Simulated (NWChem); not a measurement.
# One shape, several levels: C4H6O2 (methyl acrylate)

We compute a comparison of 4 runs (PBE0/6-31+G*, PBE0/6-311+G**, PBE0/6-31G*, PBE0/6-31++G**) of C4H6O2 (methyl acrylate). 

Program for the calculation: NWChem 7.3.0.

### Step 1. The system as given

The species is C4H6O2 (12 atoms), meant as a singlet with charge 0. SMILES: `C=CC(=O)OC`. The coordinates come from a PBE0-D4/def2-TZVP relaxation. This is one conformer, not always the lowest.

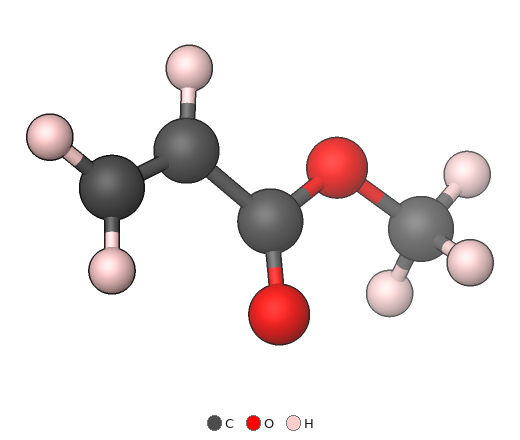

The structure, seen from a chosen angle (carbon dark grey, oxygen red, hydrogen pink).

### Step 2. Energy and gradient at PBE0/6-31+G(d) (spherical functions) (run 1)

The input, c4h6o2.nw:

```
START c4h6o2
TITLE "C4H6O2 gradient"
memory 2200 mb

GEOMETRY units angstroms noautosym nocenter noautoz
 C       -2.188400       1.173500       0.033200
 C       -0.898000       1.068600       0.317400
 C       -0.132300      -0.126500      -0.095900
 O       -0.573100      -1.071600      -0.696400
 O        1.147600      -0.025700       0.290700
 C        1.973000      -1.129800      -0.060300
 H       -2.692500       0.379400      -0.506600
 H       -2.765600       2.041400       0.327700
 H       -0.356100       1.838200       0.854600
 H        1.998300      -1.261200      -1.143100
 H        2.964900      -0.893300       0.318300
 H        1.599100      -2.048400       0.394500
END

BASIS spherical bse
 C library 6-31+G*
 O library 6-31+G*
 H library 6-31+G*
END

DFT
 xc pbe0
 grid fine
 convergence energy 1e-08
 iterations 100
 mulliken
 print low
END

TASK dft gradient
```

On the command line:

```bash
$ nwchem c4h6o2.nw > c4h6o2.out
```

Standard output:

```text
[...]
 d= 0,ls=0.0,diis     1   -305.9915778257 -5.35D+02  2.10D-02  1.17D+00     6.5
[...]
 d= 0,ls=0.0,diis    11   -306.1251941285 -7.04D-10  3.68D-07  2.37D-09    56.4
         Total DFT energy =     -306.125194128548
      One electron energy =     -869.227671241188
           Coulomb energy =      375.059023254703
    Exchange-Corr. energy =      -40.747359774558
 Nuclear repulsion energy =      228.790813632495
[...]
                         DFT ENERGY GRADIENTS
    atom               coordinates                        gradient
                 x          y          z           x          y          z
   1 C      -4.135476   2.217593   0.062739    0.007874  -0.000521   0.001786
   2 C      -1.696974   2.019361   0.599799   -0.007728  -0.000038  -0.002033
   3 C      -0.250011  -0.239050  -0.181225   -0.002475  -0.010792  -0.006214
   4 O      -1.083002  -2.025030  -1.316005    0.005797   0.012760   0.008073
   5 O       2.168650  -0.048566   0.549343   -0.003759  -0.000917  -0.001444
   6 C       3.728429  -2.135012  -0.113950   -0.000889   0.000911   0.000219
   7 H      -5.088087   0.716962  -0.957335    0.001613   0.001165   0.001027
   8 H      -5.226226   3.857687   0.619263    0.001428  -0.001570  -0.000434
   9 H      -0.672931   3.473694   1.614960   -0.001134  -0.001462  -0.001045
  10 H       3.776239  -2.383322  -2.160146   -0.000006  -0.000136   0.001906
  11 H       5.602849  -1.688092   0.601500   -0.001479  -0.000765  -0.000784
[...]
```

Wall time 69 s (1 thread of Intel Xeon Platinum 8259CL at 2.50GHz (Skylake/Cascade Lake), shared host); peak memory 0.12 GiB.

### Step 3. Energy and forces at PBE0/6-311+G(d,p) (run 2)

The input, geom.nw:

```
start geom
memory total 2200 mb
geometry units bohr noautosym nocenter noautoz
 C  -4.13547665  2.21759361  0.06273891
 C  -1.69697406  2.01936134  0.59979907
 C  -0.25001077 -0.23905035 -0.18122474
 O  -1.08300204 -2.02503052 -1.31600527
 O   2.16864970 -0.04856596  0.54934338
 C   3.72842964 -2.13501258 -0.11395049
 H  -5.08808759  0.71696209 -0.95733525
 H  -5.22622657  3.85768691  0.61926325
 H  -0.67293147  3.47369456  1.61495995
 H   3.77623971 -2.38332259 -2.16014593
 H   5.60284899 -1.68809235  0.60149983
 H   3.02186105 -3.87091499  0.74549696
end
basis "ao basis" spherical bse
 * library 6-311+G**
end
dft
 xc pbe0
 mult 1
 grid fine
 convergence energy 1e-08
 maxiter 100
 mulliken
 print low
end
task dft gradient
```

On the command line:

```bash
$ nwchem geom.nw > geom.out
```

Standard output:

```text
[...]
 d= 0,ls=0.0,diis     1   -306.0681777044 -5.35D+02  1.61D-02  1.35D+00    12.3
[...]
 d= 0,ls=0.0,diis    11   -306.2044864631 -1.11D-09  2.60D-07  2.50D-09   108.6
         Total DFT energy =     -306.204486463133
      One electron energy =     -869.518655039412
           Coulomb energy =      375.310007672487
    Exchange-Corr. energy =      -40.786636240669
 Nuclear repulsion energy =      228.790797144461
[...]
                         DFT ENERGY GRADIENTS
    atom               coordinates                        gradient
                 x          y          z           x          y          z
   1 C      -4.135477   2.217594   0.062739    0.003487  -0.000223   0.000790
   2 C      -1.696974   2.019361   0.599799   -0.003293  -0.000269  -0.000989
   3 C      -0.250011  -0.239050  -0.181225    0.000412  -0.002664  -0.001285
   4 O      -1.083002  -2.025031  -1.316005    0.001209   0.003102   0.001915
   5 O       2.168650  -0.048566   0.549343   -0.000768  -0.000674  -0.000536
   6 C       3.728430  -2.135013  -0.113950   -0.001333   0.001075   0.000188
   7 H      -5.088088   0.716962  -0.957335    0.000613   0.000564   0.000456
   8 H      -5.226227   3.857687   0.619263    0.000486  -0.000664  -0.000215
   9 H      -0.672931   3.473695   1.614960   -0.000486  -0.000483  -0.000372
  10 H       3.776240  -2.383323  -2.160146   -0.000078  -0.000039   0.000709
  11 H       5.602849  -1.688092   0.601500   -0.000455  -0.000243  -0.000251
[...]
```

Run time: 2.3 min. Hardware: 1 thread of Intel Xeon Platinum 8259CL at 2.50GHz (Skylake/Cascade Lake), shared host; peak memory 0.14 GiB.

Run 3 isn't shown in full; the table further down has it.

### Step 4. Energy and gradient at PBE0/6-31++G(d,p) (spherical functions) (run 4)

The input, calc.nw:

```
start calc
title "C4H6O2 PBE0"
memory stack 880 mb heap 220 mb global 1100 mb

geometry units angstrom noautosym nocenter noautoz
  C     -2.188400     1.173500     0.033200
  C     -0.898000     1.068600     0.317400
  C     -0.132300    -0.126500    -0.095900
  O     -0.573100    -1.071600    -0.696400
  O      1.147600    -0.025700     0.290700
  C      1.973000    -1.129800    -0.060300
  H     -2.692500     0.379400    -0.506600
  H     -2.765600     2.041400     0.327700
  H     -0.356100     1.838200     0.854600
  H      1.998300    -1.261200    -1.143100
  H      2.964900    -0.893300     0.318300
  H      1.599100    -2.048400     0.394500
end

basis spherical bse
  C library 6-31++G**
  O library 6-31++G**
  H library 6-31++G**
end

dft
  xc pbe0
  grid fine
  convergence energy 1e-08
  maxiter 100
  mulliken
  noprint "final vectors analysis"
end

task dft gradient
```

On the command line:

```bash
$ nwchem calc.nw > calc.out
```

Standard output:

```text
[...]
          Wavefunction type:  closed shell.
          No. of atoms     :    12
          No. of electrons :    46
[...]
          Charge           :     0
          Spin multiplicity:     1
[...]
          AO basis - number of functions:   144
[...]
              XC Information
              --------------
                         PBE0 Method XC Functional
                     Hartree-Fock (Exact) Exchange  0.250
          PerdewBurkeErnzerhof Exchange Functional  0.750
            Perdew 1991 LDA Correlation Functional  1.000 local
           PerdewBurkeErnz. Correlation Functional  1.000 non-local
[...]
 d= 0,ls=0.0,diis     1   -306.0016062172 -5.35D+02  1.62D-02  1.17D+00     9.2
[...]
 d= 0,ls=0.0,diis    11   -306.1338369132 -7.05D-10  3.05D-07  2.06D-09    81.3
         Total DFT energy =     -306.133836913185
      One electron energy =     -869.243376878655
           Coulomb energy =      375.069042494158
    Exchange-Corr. energy =      -40.750316161183
 Nuclear repulsion energy =      228.790813632495
[...]
  wavefunction    = closed shell
[...]
```

Run time: 1.7 min. Hardware: 1 thread of Intel Xeon Platinum 8259CL at 2.50GHz (Skylake/Cascade Lake), shared host; peak memory 0.13 GiB.

### Step 5. Overview of the runs

| run | level | energy (Eh) | largest force (eV/Å) | wall time |
| --- | --- | --- | --- | --- |
| 1 | PBE0/6-31+G* (spherical functions) | -306.125194 | 0.832 | 69 s |
| 2 | PBE0/6-311+G** | -306.204486 | 0.197 | 2.3 min |
| 3 | PBE0/6-31G* (spherical functions) | -306.112798 | 0.705 | 41 s |
| 4 | PBE0/6-31++G** (spherical functions) | -306.133837 | 0.835 | 1.7 min |

### Step 6. Summary of results

| quantity | value |
| --- | --- |
| run 4: total energy | -306.13384 Eh |
| run 4: dipole moment | 1.55 D |
| run 4: largest force on an atom | 0.835 eV/Å |

Over the runs the total energy spans 2.495 eV. All runs together took 5.8 min, the longest 2.3 min.
